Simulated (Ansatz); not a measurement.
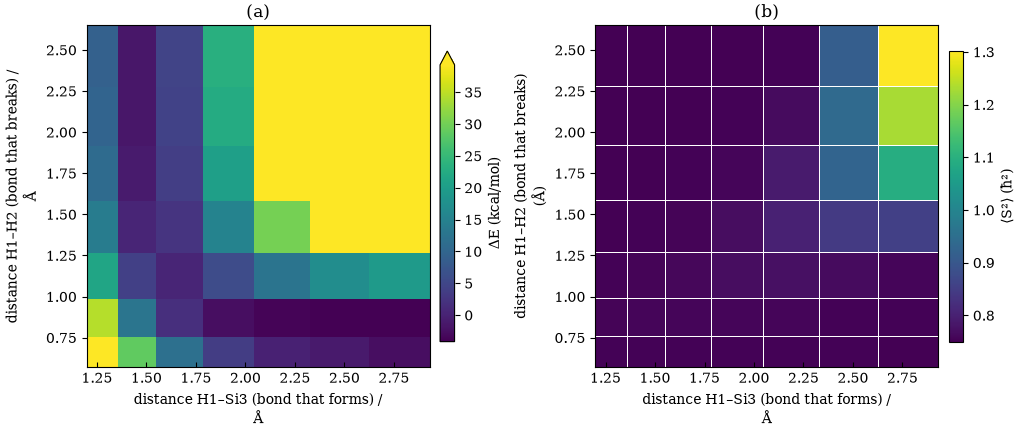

The reacting system F₃H₂Si (fragments H + H + F₃Si where the first distance is long, F₃HSi + H where the second is long), spin multiplicity 2. First axis: distance H1–Si3 (bond that forms). Second axis: distance H1–H2 (bond that breaks). Relaxed at each point: all other coordinates. Grid: 7 × 7 points. Points are written as (first, second). Energies are in kcal/mol, from a guessed transition structure relaxed with its forming and breaking bonds held. In part of the range the unrestricted reference is strongly spin-contaminated. Method: UKS r2SCAN-D4/def2-SVP (Ansatz).

Panel (a) is the energy and panel (b) the computed ⟨S²⟩ on the same grid.

Drawn: one coloured cell a grid point, one colour for all values above the top of the scale.

How does the ⟨S²⟩ vary over the map, and what is it at the lowest grid point?

Answer. Leaving out the highest fifth of the energies, it runs from 0.75 ħ² at (1.278 Å, 2.466 Å) to 0.84 ħ² at (2.472 Å, 1.423 Å). At the lowest grid point, (2.778 Å, 0.858 Å), it is 0.75 ħ². That point lies on the edge of the scan.
